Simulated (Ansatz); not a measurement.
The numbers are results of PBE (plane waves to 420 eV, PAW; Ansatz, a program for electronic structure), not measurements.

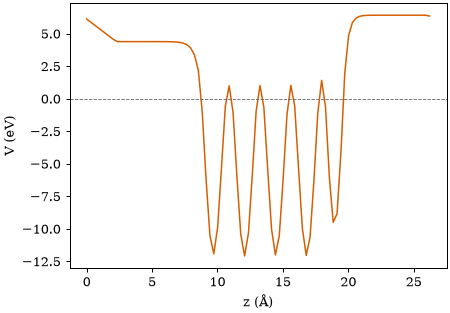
*Electrostatic potential energy of an electron, averaged over planes parallel to the surface, in eV from the Fermi level, for Cl on the 1x1 (111) surface of fcc Ag, one in a 1x1 cell, started at the site 'hollow Ag-Ag-Ag over Ag at depth 2.4 Å'*

Slab: 5 atoms, 7.1 Å thick at the start under the adsorbate (thin: gaps and levels are the slab's own); k 12x12x1, smearing 0.1 eV, dipole-corrected; 2 atoms held, the rest relaxed; held to the start's symmetry, so lower structures may exist; no spin, no spin-orbit, no U, no dispersion correction. At the end it is bonded to 3 Ag. In PBE it is, or lies within 0.03 eV of, the lowest of the starts that converged.

**Question.** The surface cell has an area of 7.45 Å². What dipole along the normal does the step between the two vacuum levels imply?

**Answer.** the top vacuum level lies 2.03 eV above the bottom one; p = −ε₀ A ΔV (ε₀ = 0.005526 e/(V·Å)) gives -0.08 e·Å a cell.
